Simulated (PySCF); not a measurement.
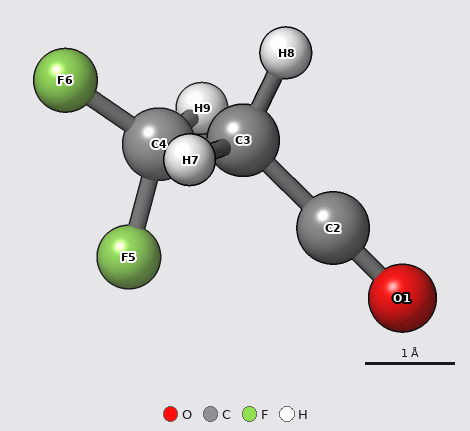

The structure (ball-and-stick view, seen at a tilt; atoms are numbered from 1 in the order of the input). Bond lengths as drawn: C–C 1.42 to 1.57 Å, C–F 1.32 to 1.33 Å, C–H 1.10 to 1.11 Å and C–O 1.12 Å.

**Two runs on C3H3F2O**

System: C3H3F2O, charge +1.
Method of run A: GIAO PBE0/pcSseg-1 NMR shielding, non-relativistic, gas phase (PySCF 2.14.0).

The geometry comes from this level: PBE0-D3(BJ)/def2-SVP. Text and figures count atoms from 1; the logs count them from 0 in places.

Input, run A:
```
{"job": {"kind": "nmr", "xc": "PBE0", "basis": "pcSseg-1"}, "charge": 1, "multiplicity": 1}
O      2.510623    -0.563302    -0.046908
C      1.521384    -0.046046    -0.059229
C      0.250242     0.589415    -0.059241
C     -0.940318    -0.437924    -0.021423
F     -0.656794    -1.333827     0.923899
F     -2.010779     0.262186     0.301197
H      0.207799     1.202368     0.865209
H      0.197587     1.265944    -0.934051
H     -1.081615    -0.939470    -0.993698
```

The first line tells a small driver script what to run in PySCF; the rest is the geometry in Å.

Hardware: 1 CPU thread, shared host.

Output (run A):
```
coarse grid: 8376 points
cycle   1  E = -390.0225091651  dE =  1.406e+00  |g| = 9.525e-01  |ddm| = 2.611e+00
cycle   2  E = -389.4509537458  dE =  5.716e-01  |g| = 2.056e+00  |ddm| = 1.574e+00
cycle   3  E = -390.1845846255  dE = -7.336e-01  |g| = 3.070e-01  |ddm| = 1.047e+00
cycle   4  E = -390.2000709956  dE = -1.549e-02  |g| = 8.124e-02  |ddm| = 1.877e-01
cycle   5  E = -390.2010469441  dE = -9.759e-04  |g| = 1.973e-02  |ddm| = 4.250e-02
cycle   6  E = -390.2011139706  dE = -6.703e-05  |g| = 4.289e-03  |ddm| = 1.467e-02
cycle   7  E = -390.2011173726  dE = -3.402e-06  |g| = 1.155e-03  |ddm| = 2.903e-03
final grid: 84160 points
cycle   8  E = -390.2598660600  dE = -2.086e-06  |g| = 1.405e-02  |ddm| = 1.884e-02
cycle   9  E = -390.2597195440  dE =  1.465e-04  |g| = 3.178e-02  |ddm| = 2.056e-02
cycle  10  E = -390.2599019555  dE = -1.824e-04  |g| = 1.798e-03  |ddm| = 1.445e-02
cycle  11  E = -390.2599025973  dE = -6.419e-07  |g| = 2.983e-04  |ddm| = 1.101e-03
cycle  12  E = -390.2599026092  dE = -1.190e-08  |g| = 1.167e-04  |ddm| = 2.398e-04
cycle  13  E = -390.2599026111  dE = -1.850e-09  |g| = 2.344e-05  |ddm| = 8.154e-05
cycle  14  E = -390.2599026112  dE = -1.148e-10  |g| = 6.981e-06  |ddm| = 2.226e-05
converged SCF energy = -390.2599026112

GIAO shielding tensors (ppm)
atom      isotropic    diamagn.    paramagn.     s11        s22        s33       span
  0 O      -38.907     395.510    -434.417   -236.266   -227.516    347.062    583.328
  1 C       26.201     263.485    -237.284    -99.316    -93.391    271.309    370.625
  2 C      161.935     255.241     -93.306    134.692    163.791    187.322     52.630
  3 C       71.902     236.617    -164.715     53.009     72.295     90.402     37.393
  4 F      275.244     471.549    -196.305    181.738    300.256    343.739    162.001
  5 F      270.734     468.224    -197.490    196.553    279.526    336.123    139.569
  6 H       26.565      26.424       0.141     22.999     25.481     31.214      8.215
  7 H       26.950      26.012       0.938     22.602     25.184     33.064     10.462
  8 H       24.512      26.060      -1.548     22.391     23.082     28.064      5.673
```

For run B the input was changed thus:
```diff
-"xc": "PBE0"
-"basis": "pcSseg-1"
+"xc": "PBE"
+"basis": "pcSseg-2"
+"pop": false
```

What does this change do to the results?

The total energies belong to different models, so their difference says nothing on which is more stable or more accurate. The HOMO goes from −15.77 to −14.02 eV. The LUMO goes from −8.60 to −9.58 eV. Of all shieldings, the largest change is that of F6, by −34.7 ppm. The functional changes from PBE0 to PBE. The SCF takes 16 iterations against 14. The basis functions go from 117 to 258.

Output (run B):
```
coarse grid: 8376 points
cycle   1  E = -390.2994564015  dE =  1.275e+00  |g| = 9.667e-01  |ddm| = 2.150e+00
cycle   2  E = -389.0692801839  dE =  1.230e+00  |g| = 2.770e+00  |ddm| = 1.731e+00
cycle   3  E = -390.4246865436  dE = -1.355e+00  |g| = 4.636e-01  |ddm| = 1.269e+00
cycle   4  E = -390.4640801789  dE = -3.939e-02  |g| = 1.308e-01  |ddm| = 2.772e-01
cycle   5  E = -390.4664317899  dE = -2.352e-03  |g| = 4.752e-02  |ddm| = 7.295e-02
cycle   6  E = -390.4668288542  dE = -3.971e-04  |g| = 1.152e-02  |ddm| = 2.907e-02
cycle   7  E = -390.4668485527  dE = -1.970e-05  |g| = 4.590e-03  |ddm| = 7.134e-03
cycle   8  E = -390.4668517977  dE = -3.245e-06  |g| = 1.277e-03  |ddm| = 2.862e-03
final grid: 84160 points
cycle   9  E = -390.4626284324  dE = -6.033e-05  |g| = 2.054e-02  |ddm| = 4.800e-02
cycle  10  E = -390.4619177125  dE =  7.107e-04  |g| = 6.534e-02  |ddm| = 3.299e-02
cycle  11  E = -390.4627010674  dE = -7.834e-04  |g| = 5.036e-03  |ddm| = 2.511e-02
cycle  12  E = -390.4627057995  dE = -4.732e-06  |g| = 1.041e-03  |ddm| = 2.761e-03
cycle  13  E = -390.4627059758  dE = -1.763e-07  |g| = 3.199e-04  |ddm| = 7.079e-04
cycle  14  E = -390.4627059932  dE = -1.737e-08  |g| = 7.880e-05  |ddm| = 2.110e-04
cycle  15  E = -390.4627059942  dE = -1.044e-09  |g| = 3.189e-05  |ddm| = 5.656e-05
cycle  16  E = -390.4627059944  dE = -1.445e-10  |g| = 1.042e-05  |ddm| = 1.966e-05
converged SCF energy = -390.4627059944

GIAO shielding tensors (ppm)
atom      isotropic    diamagn.    paramagn.     s11        s22        s33       span
  0 O      -40.465     389.665    -430.130   -228.296   -222.586    329.488    557.784
  1 C       23.487     264.748    -241.262    -99.643    -90.327    260.429    360.072
  2 C      157.079     250.007     -92.928    127.366    159.684    184.187     56.820
  3 C       57.596     237.670    -180.074     35.931     59.921     76.935     41.004
  4 F      248.042     467.476    -219.435    151.350    269.496    323.278    171.928
  5 F      236.047     464.311    -228.264    162.313    233.970    311.858    149.545
  6 H       26.619      27.250      -0.631     23.292     25.902     30.665      7.373
  7 H       26.806      26.775       0.031     22.622     25.428     32.369      9.746
  8 H       24.079      27.269      -3.190     22.254     22.792     27.190      4.935
```

The two runs side by side:

| quantity | run A | run B |
| --- | --- | --- |
| outcome | converged | converged |
| total energy (hartree) | −390.259903 | −390.462706 |
| HOMO (eV) | −15.77 | −14.02 |
| LUMO (eV) | −8.60 | −9.58 |
| shielding of O1 (ppm) | −38.9 | −40.5 |
| shielding of C2 (ppm) | 26.2 | 23.5 |
| shielding of C3 (ppm) | 161.9 | 157.1 |
| shielding of C4 (ppm) | 71.9 | 57.6 |
| shielding of F5 (ppm) | 275.2 | 248.0 |
| shielding of F6 (ppm) | 270.7 | 236.0 |
| shielding of H9 (ppm) | 24.5 | 24.1 |
| SCF iterations | 14 | 16 |
| basis functions | 117 | 258 |
| wall time (shared host) | 14 s | 52 s |
